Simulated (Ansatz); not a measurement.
**Geometry relaxation of AlSiH6OF (part 1 of 2)**

AlSiH6OF, computed with RKS PBE0-D4/6-31G* (Ansatz 0.2.0).

It belongs to a series of runs on one base structure; here: end point B relaxed. Figures and captions count atoms from 1; the log counts them from 0 in places.

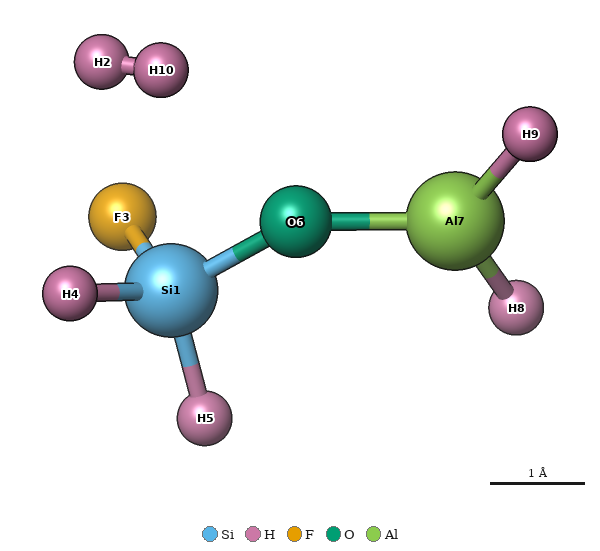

*The structure as given in the input (ball-and-stick view, seen at a tilt; atoms are numbered from 1 in the order of the input). Sticks mark near contacts.*

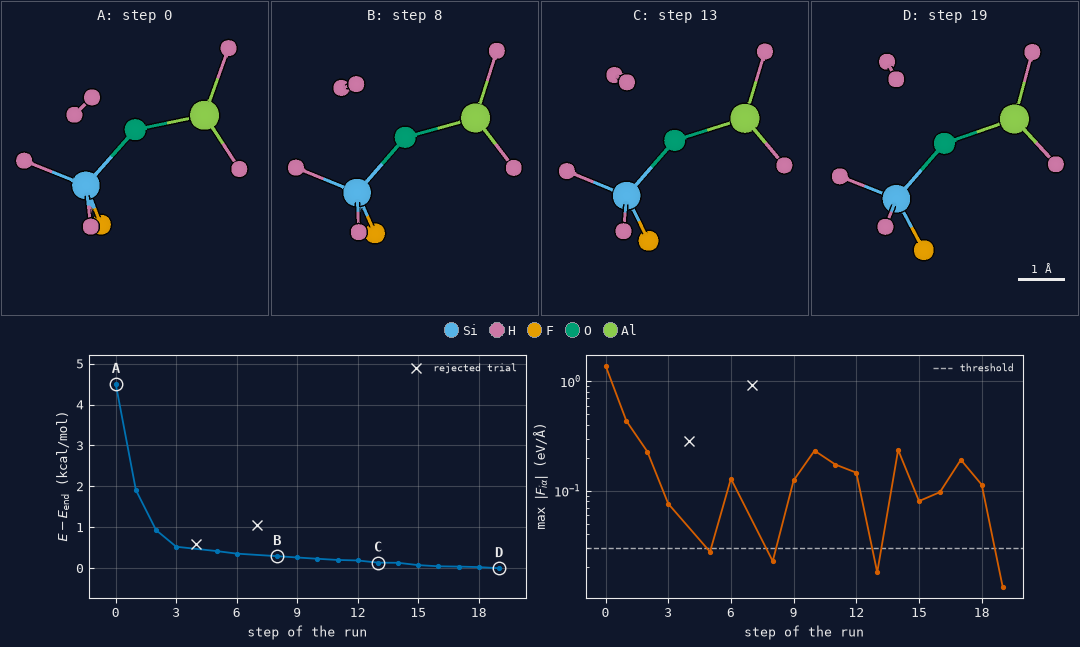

*Frames of the relaxation (ball-and-stick view, seen at a tilt) above the curves, on which the letters mark them (the first geometry is step 0 here and step 1 in the log).*

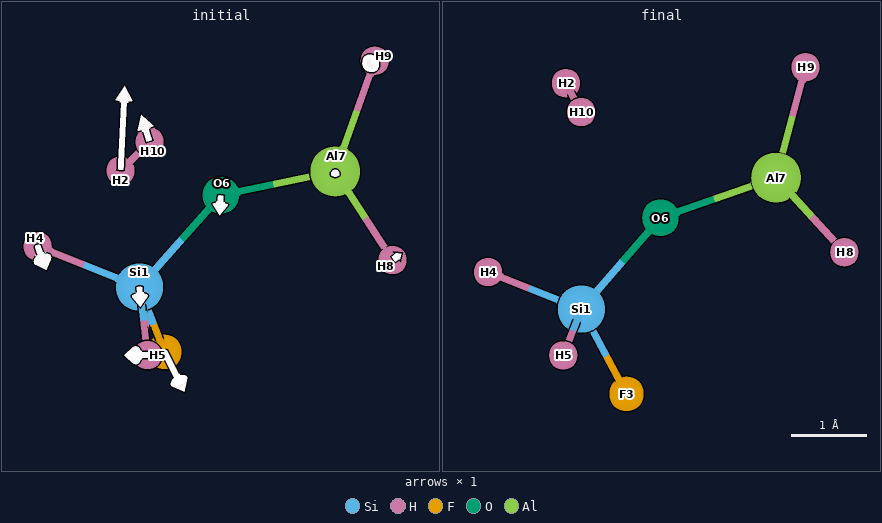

*Before (left) and after (right) the relaxation, at one scale (ball-and-stick view, seen at a tilt). The white arrows give the displacements, at true length.*

The energy falls by 4.50 kcal/mol in 19 geometry steps. The largest force component goes from 1.4 to 0.013 eV/Å. The line search rejected the trial steps at points 4, 7 (counted from 0) and went back. The largest move after the best rigid fit is that of H2, 1.19 Å. By element the largest moves are H 1.19 Å, F 0.80 Å, Si 0.33 Å, O 0.32 Å, Al 0.13 Å. Among the contacts that change: H2–H10 0.709 → 0.744 Å, Si1–O6 1.656 → 1.629 Å, Si1–F3 1.604 → 1.608 Å. Among the angles that change: Si1–O6–Al7 140.4° → 148.2°. (Atoms are counted from 1 in the order of the input.)

The input and output of the run follow.

### Input file
```yaml
crystal:
  periodic: [false, false, false]
  atoms:
    - { symbol: Si, position_ang: [-0.278547, -0.148788, -0.444843] }
    - { symbol: H, position_ang: [-0.211566, 0.83051, 2.037987] }
    - { symbol: F, position_ang: [0.729568, -1.041074, 0.427065] }
    - { symbol: H, position_ang: [0.182609, 1.257319, -0.416126] }
    - { symbol: H, position_ang: [-0.253793, -0.693875, -1.828249] }
    - { symbol: O, position_ang: [-1.817729, -0.254191, 0.156194] }
    - { symbol: Al, position_ang: [-3.224787, -1.224838, 0.022283] }
    - { symbol: H, position_ang: [-3.178606, -2.497963, -0.925782] }
    - { symbol: H, position_ang: [-4.489379, -0.755339, 0.850984] }
    - { symbol: H, position_ang: [-0.902869, 0.790038, 1.885687] }
basis:
  gaussian: { orbitals: "6-31G*" }
hamiltonian:
  xc: pbe0
  dispersion: d4
relax:
  f_tol: 0.03
  max_steps: 50
```

Launch command:
```bash
ansatz run input.yaml --threads 1 --pin off --max-ram 2048MiB --backend cpu --events-out ev --progress --plain --runs-dir out
```

### Log
```
The last accepted step is kept in [file] (removed where the run ends without a failure and the disk answers)
Engine: ansatz 0.2.0, aarch64-unknown-linux-gnu
Functional definition: PBE0
  parameter a = 0.25
  parameter kappa = 0.804
  parameter beta = 0.06672455060314922
  exchange = (1 - a)*pbe_x(kappa = kappa, mu = beta*pi^2/3) + a*exact_x
  correlation = pbe_c(beta = beta)
830 factors; integrals over basis functions are off by at most 5.9e-4 eV
mean field evaluation 1: about -19321.0166 eV, gradient 5.7e1 eV
mean field evaluation 2: about -19306.0275 eV, gradient 1.0e2 eV
mean field evaluation 4: about -19326.3514 eV, gradient 6.4e0 eV
mean field evaluation 8: about -19326.4306 eV, gradient 7.7e-2 eV
mean field evaluation 16: about -19326.4306 eV, gradient 1.3e-5 eV
mean field -19326.43064866 eV, -710.2332264132 hartree, gradient 1.3e-5 eV, S^2 0.000000; 0 other end points of the search recorded, 0 dependent functions left out
the calculation of the forces begins
reference -19326.43068554 eV, -710.2332277685 hartree; 25, 25 occupied and 55, 55 virtual orbitals, 830 factors
relax step   1: F+E_penalty+E_count = -19326.58490090 eV  Δ(F+E_penalty+E_count) = +0.000e0 eV  max|allowed force component| = 1.395e0 eV/Å  Δτ_max = 0.0000 Å  (24 SCF iters, accepted)
these checks for a lower state are left out or cut short: starts, cluster_reference, orbital_swaps, neighbouring_geometries, increment
830 factors; integrals over basis functions are off by at most 5.9e-4 eV
mean field -19326.54495152 eV, -710.2374269657 hartree, gradient 7.3e-5 eV, S^2 0.000000; 0 other end points of the search recorded, 0 dependent functions left out
[... from here on the field's lines of each further geometry are left out, up to the last ...]
relax step   2: F+E_penalty+E_count = -19326.69741311 eV  Δ(F+E_penalty+E_count) = -1.125e-1 eV  max|allowed force component| = 4.344e-1 eV/Å  Δτ_max = 0.1972 Å  (24 SCF iters, accepted)
relax step   3: F+E_penalty+E_count = -19326.73974647 eV  Δ(F+E_penalty+E_count) = -4.233e-2 eV  max|allowed force component| = 2.287e-1 eV/Å  Δτ_max = 0.1915 Å  (25 SCF iters, accepted)
relax step   4: F+E_penalty+E_count = -19326.75739718 eV  Δ(F+E_penalty+E_count) = -1.765e-2 eV  max|allowed force component| = 7.635e-2 eV/Å  Δτ_max = 0.1773 Å  (25 SCF iters, accepted)
relax step   5: F+E_penalty+E_count = -19326.75459276 eV  Δ(F+E_penalty+E_count) = +2.804e-3 eV  max|allowed force component| = 2.836e-1 eV/Å  Δτ_max = 0.1797 Å  (25 SCF iters, rejected (line search))
relax step   6: F+E_penalty+E_count = -19326.76198902 eV  Δ(F+E_penalty+E_count) = -4.592e-3 eV  max|allowed force component| = 2.777e-2 eV/Å  Δτ_max = 0.0899 Å  (24 SCF iters, accepted)
relax step   7: F+E_penalty+E_count = -19326.76470228 eV  Δ(F+E_penalty+E_count) = -2.713e-3 eV  max|allowed force component| = 1.293e-1 eV/Å  Δτ_max = 0.0964 Å  (24 SCF iters, accepted)
relax step   8: F+E_penalty+E_count = -19326.73476154 eV  Δ(F+E_penalty+E_count) = +2.994e-2 eV  max|allowed force component| = 9.332e-1 eV/Å  Δτ_max = 0.1463 Å  (25 SCF iters, rejected (line search))
relax step   9: F+E_penalty+E_count = -19326.76739007 eV  Δ(F+E_penalty+E_count) = -2.688e-3 eV  max|allowed force component| = 2.279e-2 eV/Å  Δτ_max = 0.0731 Å  (25 SCF iters, accepted)
relax step  10: F+E_penalty+E_count = -19326.76878500 eV  Δ(F+E_penalty+E_count) = -1.395e-3 eV  max|allowed force component| = 1.246e-1 eV/Å  Δτ_max = 0.0734 Å  (24 SCF iters, accepted)
relax step  11: F+E_penalty+E_count = -19326.77015144 eV  Δ(F+E_penalty+E_count) = -1.366e-3 eV  max|allowed force component| = 2.330e-1 eV/Å  Δτ_max = 0.1097 Å  (24 SCF iters, accepted)
relax step  12: F+E_penalty+E_count = -19326.77140295 eV  Δ(F+E_penalty+E_count) = -1.252e-3 eV  max|allowed force component| = 1.738e-1 eV/Å  Δτ_max = 0.0386 Å  (25 SCF iters, accepted)
relax step  13: F+E_penalty+E_count = -19326.77194444 eV  Δ(F+E_penalty+E_count) = -5.415e-4 eV  max|allowed force component| = 1.466e-1 eV/Å  Δτ_max = 0.0168 Å  (22 SCF iters, accepted)
relax step  14: F+E_penalty+E_count = -19326.77425446 eV  Δ(F+E_penalty+E_count) = -2.310e-3 eV  max|allowed force component| = 1.801e-2 eV/Å  Δτ_max = 0.0661 Å  (24 SCF iters, accepted)
relax step  15: F+E_penalty+E_count = -19326.77441905 eV  Δ(F+E_penalty+E_count) = -1.646e-4 eV  max|allowed force component| = 2.368e-1 eV/Å  Δτ_max = 0.1891 Å  (28 SCF iters, accepted)
relax step  16: F+E_penalty+E_count = -19326.77688605 eV  Δ(F+E_penalty+E_count) = -2.467e-3 eV  max|allowed force component| = 8.064e-2 eV/Å  Δτ_max = 0.0356 Å  (25 SCF iters, accepted)
relax step  17: F+E_penalty+E_count = -19326.77812835 eV  Δ(F+E_penalty+E_count) = -1.242e-3 eV  max|allowed force component| = 9.740e-2 eV/Å  Δτ_max = 0.0563 Å  (24 SCF iters, accepted)
relax step  18: F+E_penalty+E_count = -19326.77843302 eV  Δ(F+E_penalty+E_count) = -3.047e-4 eV  max|allowed force component| = 1.923e-1 eV/Å  Δτ_max = 0.0876 Å  (23 SCF iters, accepted)
relax step  19: F+E_penalty+E_count = -19326.77893889 eV  Δ(F+E_penalty+E_count) = -5.059e-4 eV  max|allowed force component| = 1.137e-1 eV/Å  Δτ_max = 0.0186 Å  (22 SCF iters, accepted)
the calculation of the forces begins
reference -19326.63523075 eV, -710.2407446662 hartree; 25, 25 occupied and 55, 55 virtual orbitals, 830 factors
relax step  20: F+E_penalty+E_count = -19326.78018201 eV  Δ(F+E_penalty+E_count) = -1.243e-3 eV  max|allowed force component| = 1.334e-2 eV/Å  Δτ_max = 0.0348 Å  (25 SCF iters, accepted)
830 factors; integrals over basis functions are off by at most 6.3e-4 eV
mean field evaluation 128: about -19326.6352 eV, gradient 3.3e-3 eV
mean field -19326.63519310 eV, -710.2407432827 hartree, gradient 8.4e-5 eV, S^2 0.000000; 1 other end points of the search recorded, 0 dependent functions left out
the calculation of the forces begins
reference -19326.63523075 eV, -710.2407446662 hartree; 25, 25 occupied and 55, 55 virtual orbitals, 830 factors
Total energy: -19326.78021966 eV, -710.2460729102 hartree
Atom 0 at    -0.166552    -0.316268    -0.715031 Å, force    -0.007701    -0.013343    -0.000569 eV/Å
Atom 1 at    -0.895631     1.434544     2.732226 Å, force    -0.000470     0.002826     0.001941 eV/Å
Atom 2 at     0.712869    -1.573950    -0.233744 Å, force    -0.002809     0.004383    -0.002434 eV/Å
Atom 3 at     0.503859     0.917628    -0.241254 Å, force     0.005221     0.001308     0.004433 eV/Å
Atom 4 at    -0.244606    -0.370151    -2.198200 Å, force     0.000658     0.005491     0.001672 eV/Å
Atom 5 at    -1.654521    -0.408458    -0.059463 Å, force    -0.002935    -0.001816    -0.003880 eV/Å
Atom 6 at    -3.130118    -1.269261     0.091001 Å, force     0.012522     0.003656    -0.001030 eV/Å
Atom 7 at    -3.368399    -2.520995    -0.855181 Å, force    -0.000612    -0.000164     0.003214 eV/Å
Atom 8 at    -4.164514    -0.727920     1.159986 Å, force    -0.001712     0.000070     0.001029 eV/Å
Atom 9 at    -1.037487     1.096630     2.084861 Å, force    -0.002162    -0.002412    -0.004375 eV/Å
Dipole moment:    -0.260354     0.070015    -0.102638 e Å
```

### Trajectory as extended XYZ (Å, eV, eV/Å), 20 frames, from step=1 to step=20
```
10
Properties=species:S:1:pos:R:3:forces:R:3 step=1 energy=-19326.58490
Si   -0.2785   -0.1488   -0.4448   -0.6903  -0.1046  -0.0878
H    -0.2116    0.8305    2.0380    1.3945   0.2032   0.5769
F     0.7296   -1.0411    0.4271    0.0369  -0.0445   0.0420
H     0.1826    1.2573   -0.4161    0.0012  -0.0154   0.0037
H    -0.2538   -0.6939   -1.8282    0.0040   0.0049   0.0029
O    -1.8177   -0.2542    0.1562    0.5918  -0.0517  -0.4279
Al   -3.2248   -1.2248    0.0223   -0.0383  -0.0129  -0.0162
H    -3.1786   -2.4980   -0.9258    0.0000   0.0014   0.0043
H    -4.4894   -0.7553    0.8510    0.0001  -0.0077   0.0113
H    -0.9029    0.7900    1.8857   -1.2999   0.0273  -0.1091
10
Properties=species:S:1:pos:R:3:forces:R:3 step=2 energy=-19326.69741
Si   -0.2890   -0.1730   -0.4990   -0.4344   0.0264   0.0879
H    -0.1786    0.9088    2.2160   -0.0021   0.0576   0.1323
F     0.7144   -1.0537    0.3925    0.0042  -0.0540  -0.0039
H     0.1728    1.2337   -0.4550   -0.0017  -0.0149  -0.0226
H    -0.2553   -0.7201   -1.8774    0.0163  -0.0273  -0.0547
O    -1.8210   -0.2669    0.0981    0.4205  -0.0231  -0.2385
Al   -3.2319   -1.2367   -0.0001   -0.0308   0.0110   0.0095
H    -3.1872   -2.5141   -0.9387   -0.0170  -0.0260  -0.0108
H    -4.4864   -0.7627    0.8435    0.0164  -0.0117  -0.0012
H    -0.8828    0.8466    1.9852    0.0286   0.0621   0.1021
10
Properties=species:S:1:pos:R:3:forces:R:3 step=3 energy=-19326.73975
Si   -0.2904   -0.1971   -0.5523   -0.2287   0.0356   0.0865
H    -0.1935    0.9866    2.3903   -0.1563   0.0121  -0.0035
F     0.7133   -1.0878    0.3301   -0.0051  -0.0268   0.0076
H     0.1796    1.2071   -0.5044    0.0039  -0.0068  -0.0062
H    -0.2642   -0.7413   -1.9320    0.0071  -0.0214  -0.0629
O    -1.8103   -0.2820    0.0567    0.2262  -0.0140  -0.1245
Al   -3.2285   -1.2446   -0.0151   -0.0163  -0.0026   0.0022
H    -3.1990   -2.5272   -0.9482   -0.0182  -0.0180  -0.0062
H    -4.4728   -0.7659    0.8404    0.0208  -0.0021   0.0022
H    -0.8792    0.9139    2.0995    0.1665   0.0442   0.1048
10
Properties=species:S:1:pos:R:3:forces:R:3 step=4 energy=-19326.75740
Si   -0.2945   -0.2196   -0.5981   -0.0536   0.0227   0.0315
H    -0.1970    1.0682    2.5477   -0.0763   0.0044  -0.0096
F     0.7072   -1.1217    0.2760   -0.0045  -0.0087   0.0106
H     0.1835    1.1818   -0.5449    0.0087  -0.0017   0.0030
H    -0.2738   -0.7586   -1.9814    0.0026  -0.0077  -0.0438
O    -1.8051   -0.2996    0.0181    0.0501  -0.0175  -0.0416
Al   -3.2280   -1.2577   -0.0361   -0.0067  -0.0111   0.0003
H    -3.2160   -2.5447   -0.9655   -0.0118  -0.0017   0.0006
H    -4.4606   -0.7735    0.8320    0.0152   0.0034   0.0061
H    -0.8609    0.9872    2.2173    0.0763   0.0180   0.0429
```
